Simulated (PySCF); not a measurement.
**C₃H₇B₃O₃ (SMILES C=CB1OBOB(C)O1): density, localisation and related maps**

The calculation's input:

```
{"job": {"kind": "nmr", "xc": "PBE0", "basis": "pcSseg-1"}, "charge": 0, "multiplicity": 1}
C     -3.351894     0.040754     0.310312
C     -2.192066     0.691116     0.476426
B     -0.832703     0.017770     0.158187
O     -0.790928    -1.277320    -0.319937
B      0.404007    -1.880266    -0.594693
O      1.570996    -1.194805    -0.397855
B      1.567535     0.102976     0.073727
C      2.901029     0.891833     0.263455
O      0.351537     0.690392     0.346613
H     -4.321401     0.498573     0.532817
H     -3.366847    -0.990137    -0.059782
H     -2.204104     1.721566     0.848957
H      0.430107    -3.010616    -1.007761
H      2.858323     1.562053     1.134182
H      3.059274     1.535183    -0.619904
H      3.771105     0.226318     0.345274
```

Command:

```sh
OMP_NUM_THREADS=1 python probes_run.py task.json out
```

Geometry: PBE0-D3(BJ)/def2-SVP.

Computed with PBE0/pcSseg-1, SCF density, gas phase, non-relativistic (PySCF).

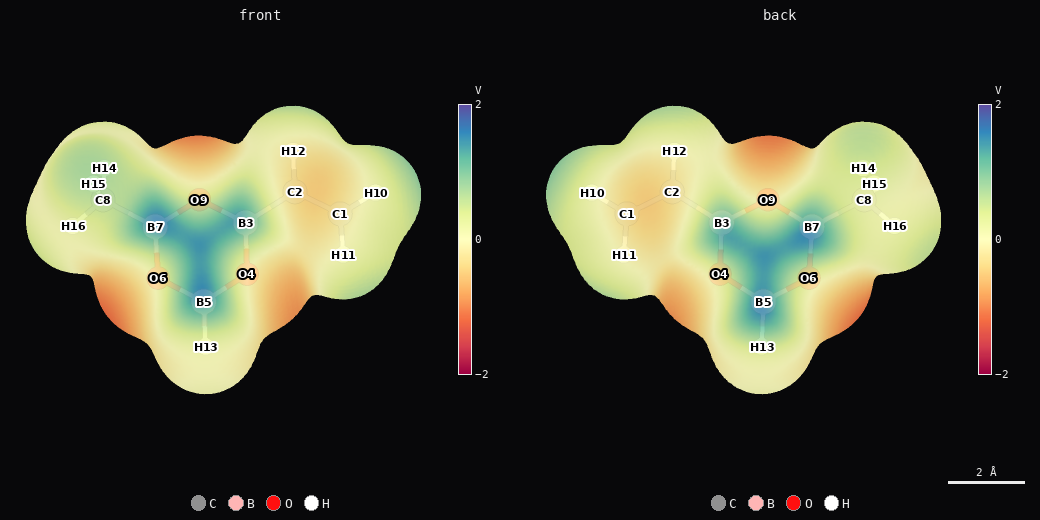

Figure 1. The electrostatic potential painted on the density surface at 0.002 e/bohr³, seen from the front and from behind; red is negative and blue positive.

Where is the surface potential most negative and most positive?

Answer. The most negative region (about −1.1 V) lies over O6, the most positive (about +1.5 V) over B3, B5 and B7. O6 is the likeliest acceptor of a hydrogen bond.

What dipole moment does the calculation give?

Answer. Its dipole moment is 0.77 D.

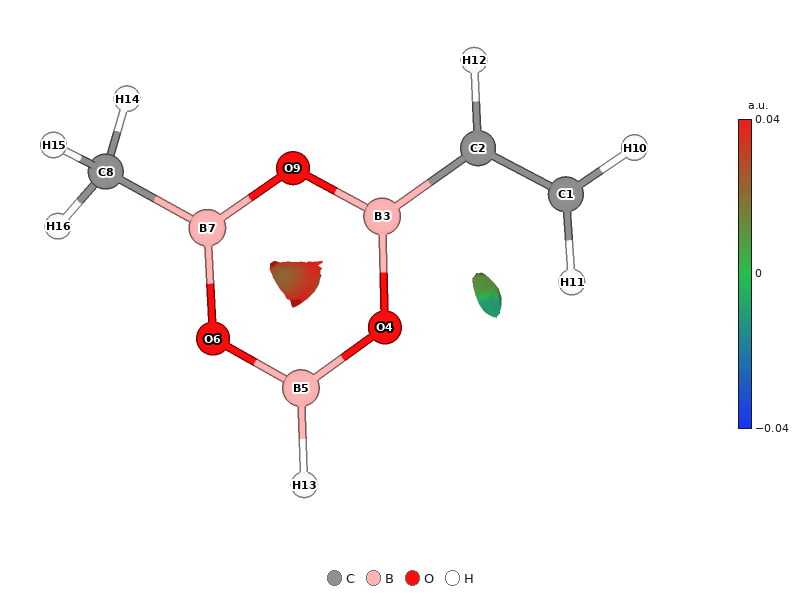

Figure 2. Non-covalent interaction (NCI) plot: the surface where the reduced density gradient is 0.5, for densities under 0.05 a.u., coloured by sign(λ₂)ρ; seen at a tilt.

Identify the weak interactions.

Answer. Near H11, O4 and C1: mostly steric crowding (olive to red); inside the ring or cage of B3, O4, B5, O6, B7 and O9: steric crowding (red).

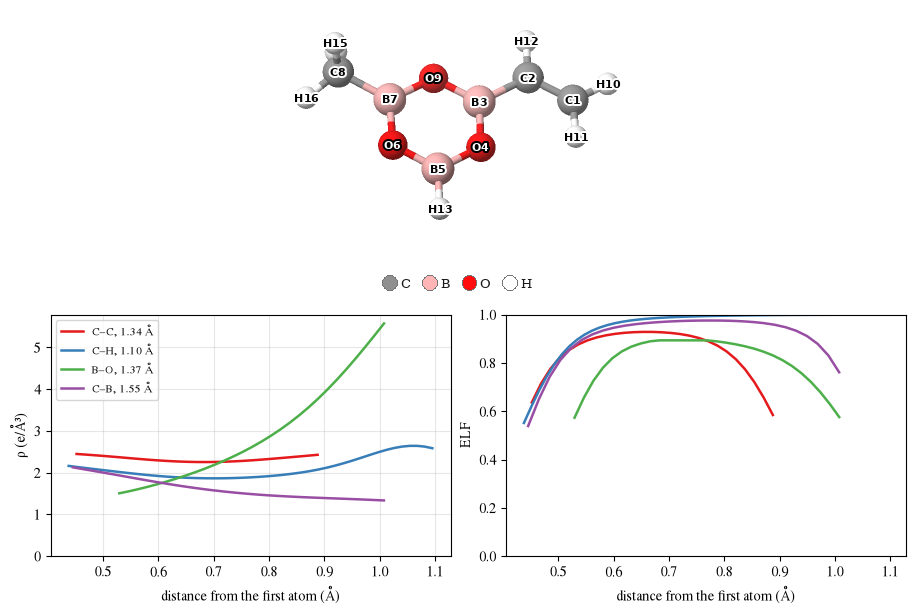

Figure 3. Total electron density and ELF along straight lines between neighbouring atoms. The curves leave out the atomic cores. The structure is drawn too.

What kind of bonding do the profiles show?

Answer. C–C (1.34 Å): ρ at the midpoint is about 2.3 e/Å³; the ELF peaks at about 0.95 between the atoms: a short, multiple covalent bond.
C–H (1.10 Å): ρ at the midpoint is about 2 e/Å³; the ELF climbs to about 1 towards the hydrogen, as it does in any bond to H; an ordinary covalent bond to hydrogen.
B–O (1.37 Å): the density is about 2.1 e/Å³ at the midpoint; the ELF peaks at about 0.90 between the atoms; a short, strongly polar bond.
C–B (1.55 Å): the density is about 1.5 e/Å³ at the midpoint; the ELF peaks at about 1 between the atoms: localised, covalent bonding.
